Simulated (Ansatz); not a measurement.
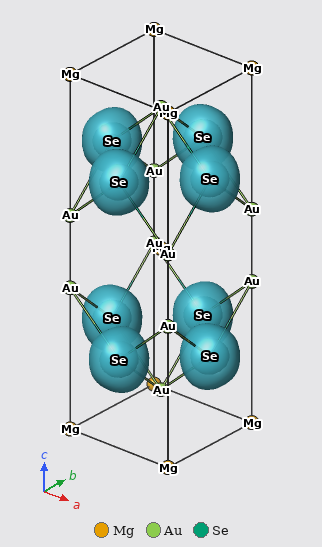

*MgAu₂Se₂. Isosurface of the ELF at 0.7 (cyan), seen at an oblique angle. Core shells and regions of very low density are left out. Sticks mark near contacts.*

Space group I4/mmm; a structure from a database of computed crystals, not necessarily the ambient phase; started from the CaSi2Ni2-139 prototype, which need not be the ambient phase.

Method: Ansatz 0.2.0, DFT, PBEsol, plane waves, PAW.

In a PAW calculation such maps are meaningful between the atoms, not at the nuclei.

Q: Describe the localisation domains.

A: At this value the surface marks out four regions wrapped around Se (the valence shell of each), counted in one cell of 10 atoms. Regions shared between cells count once. Along the contacts the grid gives the following. Au–Se (2.77 Å): the ELF is about 0.25 at the midpoint. Mg–Au (3.16 Å): the ELF is about 0.40 at the midpoint.
